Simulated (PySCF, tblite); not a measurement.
**CH4NOSi radical: geometry, infrared bands and EPR parameters**

Wanted: the infrared bands and EPR parameters of CH4NOSi radical (`O=[C]N[SiH3]`), by calculation.

The runs use tblite 0.8.0 and PySCF 2.14.0, with density-fitted response routines of our own; the level of theory stands in each step. All values are computed, except where a source is named. Atoms count from 0, in the outputs and in this text.

## Step 1: Starting geometry

8 atoms, charge 0, multiplicity 2; geometry from: force field or distance geometry start.

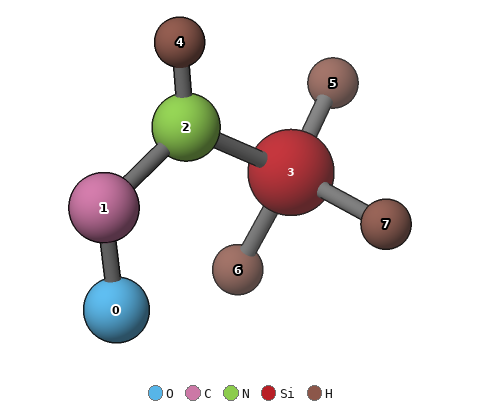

As it starts; oxygen blue, carbon pink, nitrogen green, silicon red, hydrogen brown, atoms numbered.

## Step 2: Optimising the geometry with GFN2-xTB

What the job is given:

```
{"job": {"kind": "relax", "xc": "GFN2-xTB", "basis": "xTB"}, "charge": 0, "multiplicity": 2}
O     -1.489000    -1.500400     0.052400
C     -1.826400    -0.278100     0.004700
N     -0.721700     0.645100    -0.027300
Si     0.939800     0.049300    -0.036900
H     -0.952900     1.659600    -0.056100
H      1.900300     0.946800    -0.643000
H      0.877600    -1.270200    -0.709500
H      1.281500    -0.242700     1.391100
```

On the command line:

```console
> OMP_NUM_THREADS=1 python probes_run.py task.json out
```

This one command runs all jobs of the session in turn.

Output:

```text
step      E/eV     max force
  0    -348.97517    6.286
  1    -349.35268    6.195
  2    -349.54644    1.474
  3    -349.58195    0.672
  4    -349.61764    0.796
  5    -349.63988    0.576
  6    -349.65037    0.279
  7    -349.65797    0.358
  8    -349.66785    0.459
  9    -349.67429    0.289
 10    -349.67881    0.226
 11    -349.68473    0.258
 12    -349.69252    0.345
 13    -349.69992    0.297
 14    -349.70499    0.212
 15    -349.70753    0.144
 16    -349.70909    0.136
 17    -349.71143    0.175
 18    -349.71463    0.244
 19    -349.71778    0.222
 20    -349.71936    0.106
 21    -349.71981    0.046
 22    -349.71996    0.034
 23    -349.72008    0.041
 24    -349.72023    0.041
 25    -349.72034    0.040
 26    -349.72040    0.024
 27    -349.72044    0.016
 28    -349.72046    0.014
 29    -349.72047    0.013
 30    -349.72048    0.009
```

Run time: 0.15 s. Hardware: 1 thread of Arm Neoverse N1, shared host.

Along the way:

| step | energy from step 0 (eV) | largest force (eV/Å) |
| --- | --- | --- |
| 0 | 0.0000 | 6.2862 |
| 1 | -0.3775 | 6.1948 |
| 2 | -0.5713 | 1.4740 |
| 3 | -0.6068 | 0.6718 |
| 4 | -0.6425 | 0.7957 |
| 5 | -0.6647 | 0.5761 |
| 6 | -0.6752 | 0.2789 |
| 7 | -0.6828 | 0.3577 |
| 8 | -0.6927 | 0.4592 |
| 9 | -0.6991 | 0.2887 |
| 10 | -0.7036 | 0.2260 |
| 11 | -0.7096 | 0.2581 |
| 12 | -0.7174 | 0.3454 |
| 13 | -0.7248 | 0.2973 |
| 14 | -0.7298 | 0.2117 |
| 15 | -0.7324 | 0.1436 |
| 16 | -0.7339 | 0.1360 |
| 17 | -0.7363 | 0.1753 |
| 18 | -0.7395 | 0.2440 |
| 19 | -0.7426 | 0.2222 |
| 20 | -0.7442 | 0.1055 |
| 21 | -0.7446 | 0.0458 |
| 22 | -0.7448 | 0.0335 |
| 23 | -0.7449 | 0.0413 |
| 24 | -0.7451 | 0.0411 |
| 25 | -0.7452 | 0.0404 |
| 26 | -0.7452 | 0.0236 |
| 27 | -0.7453 | 0.0156 |
| 28 | -0.7453 | 0.0141 |
| 29 | -0.7453 | 0.0132 |
| 30 | -0.7453 | 0.0089 |

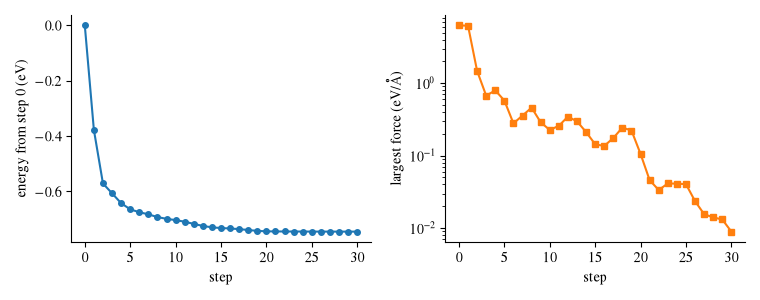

Energy and largest force along the relaxation.

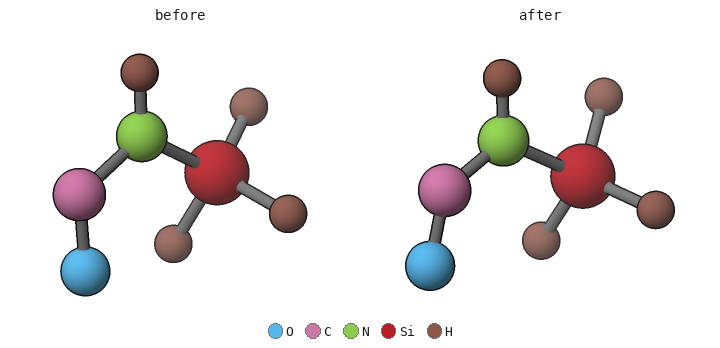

Before and after, at one scale.

Close pairs (by a distance rule), those that changed most:

```
  bond  before (Å)  after (Å)  change (Å)
 C1–N2       1.440      1.323      -0.117
 O0–C1       1.269      1.199      -0.069
Si3–H7       1.497      1.461      -0.036
 N2–H4       1.041      1.009      -0.032
Si3–H6       1.482      1.454      -0.028
N2–Si3       1.765      1.783      +0.018
Si3–H5       1.448      1.461      +0.013
```

The next job starts from the end point, and lists it.

## Step 3: Infrared spectrum with GFN2-xTB

What the job is given:

```
{"job": {"kind": "ir", "xc": "GFN2-xTB", "basis": "xTB"}, "charge": 0, "multiplicity": 2}
O     -1.854865    -1.432799     0.069175
C     -1.745968    -0.240482    -0.003430
N     -0.681200     0.543869    -0.041374
Si     1.009706    -0.020525     0.011057
H     -0.870666     1.533360    -0.096539
H      1.724146     1.085065    -0.622100
H      1.044252    -1.257308    -0.752984
H      1.383653    -0.201768     1.411629
```

Output:

```text
mode    cm-1     km/mol
  1      16.6      1.82
  2     146.5      4.64
  3     302.6     17.88
  4     503.9     45.55
  5     534.8     80.51
  6     576.1      7.33
  7     630.2     28.13
  8     715.1     47.47
  9     741.4    233.04
 10     767.0    201.98
 11     776.8    198.72
 12    1177.8     27.11
 13    1279.8     75.16
 14    1857.2    634.47
 15    2287.2    386.69
 16    2289.0    136.55
 17    2351.2    218.91
 18    3437.0      5.33
```

Run time: 0.17 s. Hardware: 1 thread of Arm Neoverse N1, shared host.

The strongest bands and the atoms that carry them (share of the mass-weighted mode):

```csv
cm⁻¹,km/mol,atoms
535,80.5,"H4 30 %, H7 23 %, H5 22 %, N2 11 %"
741,233.0,"H5 54 %, H6 31 %"
767,202.0,"H6 49 %, H7 31 %, H5 14 %"
777,198.7,"H7 51 %, H5 27 %, H6 15 %"
1857,634.5,"C1 64 %, O0 34 %"
2287,386.7,"H7 51 %, H5 45 %"
2289,136.6,"H5 52 %, H7 46 %"
2351,218.9,H6 96 %
```

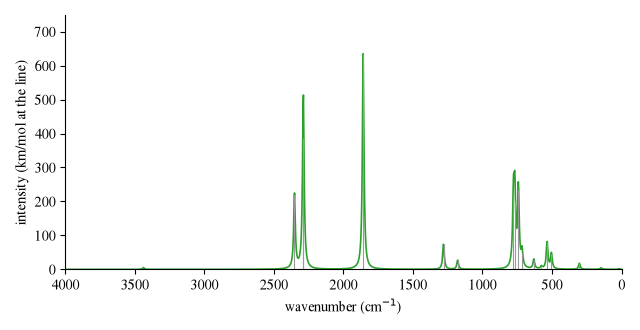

The infrared spectrum from these modes, unscaled. Lines are broadened to a width of 14 cm⁻¹ (Lorentzian).

## Step 4: g tensor and hyperfine couplings: B3LYP/pcH-1

Settings changed since step 3:

```diff
@@ -1,2 +1,2 @@
-{"job": {"kind": "ir", "xc": "GFN2-xTB", "basis": "xTB"}, "charge": 0, "multiplicity": 2}
+{"job": {"kind": "epr", "basis": "pcH-1"}, "charge": 0, "multiplicity": 2}
 O     -1.854865    -1.432799     0.069175
```

With the program's defaults for keys left out, this is: UKS B3LYP, pcH-1 on C H N O Si, non-relativistic, mean-field spin-orbit, GIAO.

Output:

```text
UKS, coarse grid
  cycle   1  E = -459.85614711  |g| = 5.65e-01
  cycle   2  E = -459.17348571  |g| = 1.41e+00
  cycle   3  E = -459.96557894  |g| = 1.59e-01
  cycle   4  E = -459.97308123  |g| = 8.71e-02
  cycle   5  E = -459.97595787  |g| = 1.48e-02
  cycle   6  E = -459.97603837  |g| = 5.01e-03
  cycle   7  E = -459.97605196  |g| = 1.31e-03
  cycle   8  E = -459.97605406  |g| = 3.41e-04
UKS, final grid
  cycle   1  E = -459.97604934  |g| = 2.63e-04
  cycle   2  E = -459.97604934  |g| = 3.09e-04
  cycle   3  E = -459.97604938  |g| = 7.23e-05
  cycle   4  E = -459.97604938  |g| = 4.21e-05
  cycle   5  E = -459.97604938  |g| = 4.04e-05
  cycle   6  E = -459.97604939  |g| = 5.68e-06
E = -459.97604939 Eh   <S^2> = 0.7527 (exact 0.7500)
g shifts (ppm)      1          2          3
  rmc          -231       -231       -231
  gc             40         17        -78
  oz_so       -3511       -172       2574
  total       -3702       -386       2264
hyperfine (MHz)  atom isotope    a_iso     a_fc   dipolar eigenvalues
    0   17O     -50.73     -50.84   -105.62     50.76     54.86
    1   13C     435.64     435.90    -49.71    -45.67     95.39
    2   14N      63.26      63.29     -5.44     -3.30      8.74
    3  29Si     -38.23     -38.33    -17.98      8.79      9.19
    4    1H      12.52      12.54    -10.69     -7.29     17.97
    5    1H       0.30       0.30     -2.15     -0.68      2.84
    6    1H      -1.42      -1.42     -2.78     -0.99      3.77
    7    1H      -0.85      -0.85     -2.02     -0.94      2.96
```

Run time: 23 s. Hardware: 1 thread of Arm Neoverse N1, shared host; peak memory 0.58 GiB.

Principal g values 1.99862, 2.00193, 2.00458; g(iso) = 2.00171, against 2.00232 for a free electron.

Mean a(iso) over the nuclei that a row names, and the largest dipolar term of the row (other rows stand at the frozen geometry):

```
    nuclei  isotope  a(iso) (MHz)  a(iso) (G, at g = 2.0023)  largest dipolar term (MHz)
        C1      13C         435.6                      155.4                        95.4
        N2      14N          63.3                       22.6                         8.7
        O0      17O         -50.7                      -18.1                      -105.6
       Si3     29Si         -38.2                      -13.6                       -18.0
        H4       1H          12.5                        4.5                        18.0
H5, H6, H7       1H          -0.7                       -0.2                         3.8
```

Mulliken spin populations:

| atom | value (e) |
| --- | --- |
| O0 | 0.26 |
| C1 | 0.67 |
| N2 | -0.01 |
| Si3 | 0.09 |
| H4 | 0.00 |
| H5 | 0.00 |
| H6 | 0.00 |
| H7 | 0.00 |

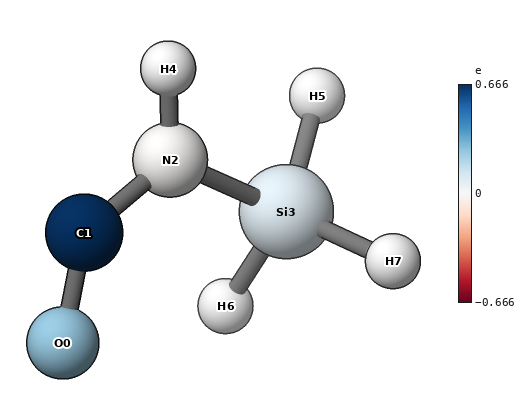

Mulliken spin populations, as colours on the atoms.

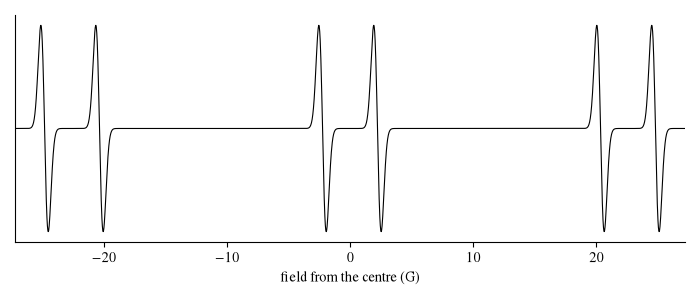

First-order isotropic spectrum (first derivative, main isotopes with spin only, couplings over 0.8 MHz, Gaussian width 0.3 G; couplings of the frozen geometry, rotation of groups not averaged beyond the rows shown).

Orbitals, density, ELF and potential are computed afterwards from the orbital file.

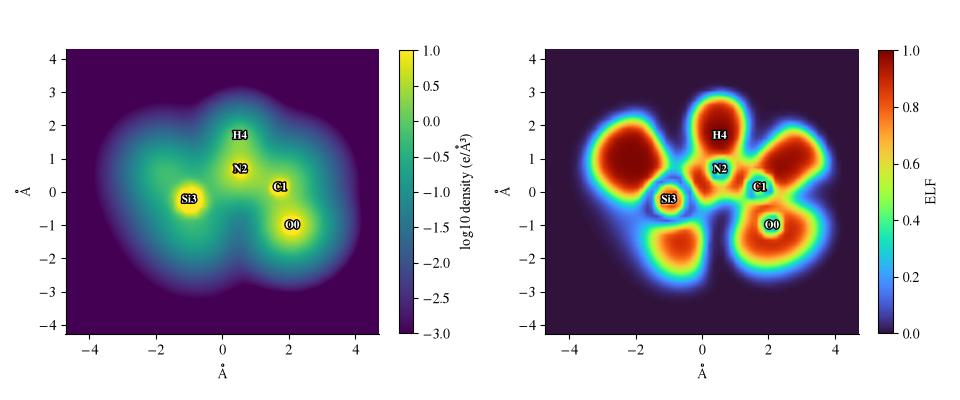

Density (left) and ELF (right) in a plane through or near 5 of the atoms.

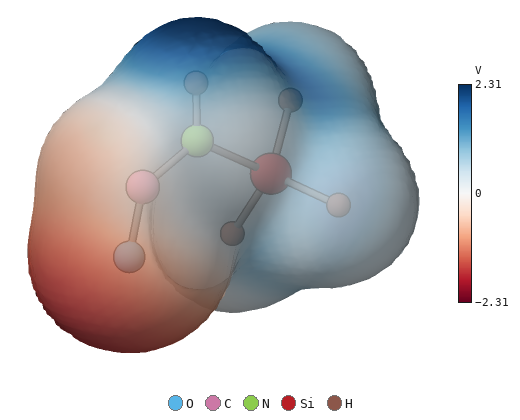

The potential that a unit positive charge feels on the 0.002 e/bohr³ surface, from -1.66 V near O0 to 2.31 V near H4.

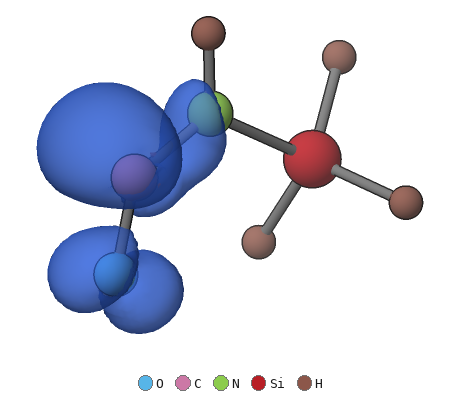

Spin density at ±0.05 e/Å³ (alpha excess blue, beta excess red).

## Step 5: Outcome

| quantity | value |
| --- | --- |
| strongest single infrared mode (GFN2-xTB) | 1857 cm⁻¹, 634 km/mol |
| zero-point energy (GFN2-xTB) | 29.1 kcal/mol |
| g(iso) (B3LYP) | 2.00171 |
| ⟨S²⟩ | 0.753 (exact 0.75) |
| largest a(iso) (averaged by class) | 13C on C1, 435.6 MHz |
| surface potential, least and greatest | -1.66 V and 2.31 V |

In words: Over 30 steps the energy fell by 0.745 eV; of the close pairs, C1–N2 changed most, 1.440 to 1.323 Å. All 18 modes are real, so the xTB geometry is a minimum. The strongest single mode, at 1857 cm⁻¹, moves mainly C1 and O0. Unscaled tight-binding wavenumbers are off by several per cent, some by more. Its intensities can rank the bands wrongly. The largest share of the spin, 0.67 e, sits on C1. The isotropic g lies 0.6 ppt below the free-electron value.
